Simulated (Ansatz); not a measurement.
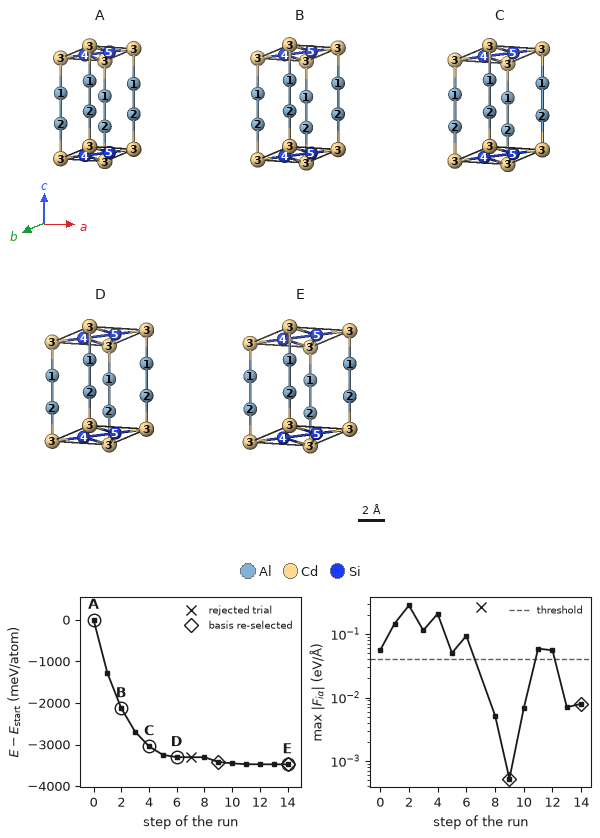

Frames of a relaxation of solid Al₂CdSi₂ (a generated structure, set up in P6/mmm) (coarse preliminary run), marked on the history of the run. The picture is a ball-and-stick view of the cell of the calculation, seen from a free direction.

Computed with DFT PBE, scalar-relativistic, plane waves, PAW (Ansatz 0.2.0).

The input:
```yaml
crystal:
  lattice:
    - [3.46988847, 0.0, 0.0]
    - [-1.73494423, 3.00501156, 0.0]
    - [0.0, 0.0, 8.32191472]
  atoms:
    - { symbol: Al, position: [0.0, 0.0, 0.6509187] }
    - { symbol: Al, position: [0.0, 0.0, 0.3490813] }
    - { symbol: Cd, position: [0.0, 0.0, 0.0] }
    - { symbol: Si, position: [0.33333333, 0.66666667, 0.0] }
    - { symbol: Si, position: [0.66666667, 0.33333333, 0.0] }
basis:
  ecutwfc: 420
kpoints:
  mp_grid: { grid: [6, 6, 2] }
hamiltonian:
  xc: pbe
scf:
  occupations: { method: gaussian, width: 0.1 }
  lower_state_search: "off"
output:
  forces: true
  stress: true
  eigenvalues: true
relax:
  adjacent_minimum: "off"
  f_tol: 0.04
  max_steps: 70
  cell: { stress_tol: 0.4 }
```

Run as
```bash
ansatz run input.yaml --threads 1 --pin off --max-ram 2048MiB --backend cpu --events-out ev --progress --plain --runs-dir out
```

Question: Describe the path.

Answer: The largest moves relative to the cell, 0.13 Å, are those of Al1 and Al2. Al2 goes along −c. Si and Cd stay in place. Cell: a = b 3.470 → 4.722 Å (+36.1 %), c 8.322 → 8.160 Å (−1.9 %). Volume +81.6 %. Among the contacts that change: Cd3–Si4 2.003 → 2.726 Å, Si4–Si5 2.003 → 2.726 Å, Al1–Al2 2.512 → 2.715 Å, Al1–Cd3 2.905 → 2.722 Å. The space group stays P6/mmm (No. 191). After 11 accepted moves (14 points after the start) the energy has fallen by 3476 meV per atom. The largest force component goes from 0.056 to 0.008 eV/Å. Pressure: 102.51 GPa at the start and 0.01 GPa at the end. The line search rejected the trial step at point 7 of the run. The SCF was repeated twice at an unchanged geometry on a basis and grid sized afresh for the cell, which shifted the energy by 113 meV per atom at most. From step 0 to 2: volume +21.7 %, energy −2128 meV per atom. From step 2 to 4: Al atoms move most (0.07 Å), volume +17.9 %, energy −914 meV per atom. From step 4 to 6: Al atoms move most (0.03 Å), volume +13.9 %, energy −261 meV per atom. From step 6 to 14: Al atoms move most (0.03 Å), volume +11.1 %, energy −172 meV per atom.

```csv
step,"E − E(0), meV/atom","largest force component, eV/Å","pressure, GPa","volume, Å³/atom",note
0,0.00,0.0559,102.51,17.355,
1,-1284.35,0.1467,64.58,19.182,
2,-2128.23,0.2837,40.22,21.117,
3,-2692.62,0.1148,23.86,23.096,
4,-3042.48,0.2093,13.77,24.902,
5,-3247.52,0.0506,6.40,26.472,
6,-3303.46,0.0942,-0.33,28.359,
7,-3301.58,0.2670,0.37,27.714,rejected
8,-3304.27,0.0052,0.11,28.025,
9,-3417.45,0.0005,4.73,28.025,"same geometry, new basis"
10,-3451.66,0.0068,2.62,29.262,
11,-3472.16,0.0591,0.55,31.104,
12,-3474.75,0.0556,-0.25,31.787,
13,-3475.11,0.0070,0.02,31.518,
14,-3475.82,0.0080,0.01,31.518,"same geometry, new basis"
```

Limits of the set-up: the k-point mesh is coarse for a cell with partly filled bands.
